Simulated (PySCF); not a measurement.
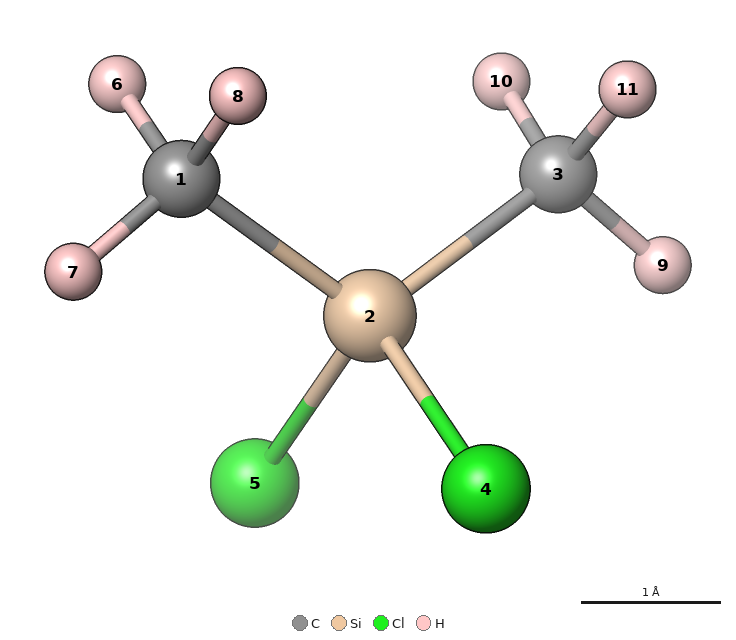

Orthographic view. Depth is shown by fading: the farther an atom, the more it takes the colour of the background. The geometry was computed by an optimisation with PBE0-D3(BJ)/def2-SVP. No frequency run is at hand to confirm it as a minimum.

Write a Z-matrix (Å, degrees) in the order of the atom numbers, with these reference atoms: 2 to 1; 3 to 2, 1; 4 to 2, 3, 1; 5 to 2, 3, 1; 6 to 1, 2, 3; 7 to 1, 6, 2; 8 to 1, 7, 6; 9 to 3, 2, 1; 10 to 3, 9, 2; 11 to 3, 9, 10.

```
C  
Si   1   1.857
C    2   1.857   1   114.7
Cl   2   2.072   3   108.5   1  -121.4
Cl   2   2.072   3   108.6   1   122.0
H    1   1.101   2   110.4   3    58.0
H    1   1.100   6   108.6   2  -121.3
H    1   1.101   7   108.5   6   118.0
H    3   1.100   2   110.3   1  -179.0
H    3   1.101   9   108.4   2  -121.0
H    3   1.101   9   108.4  10  -118.0
```
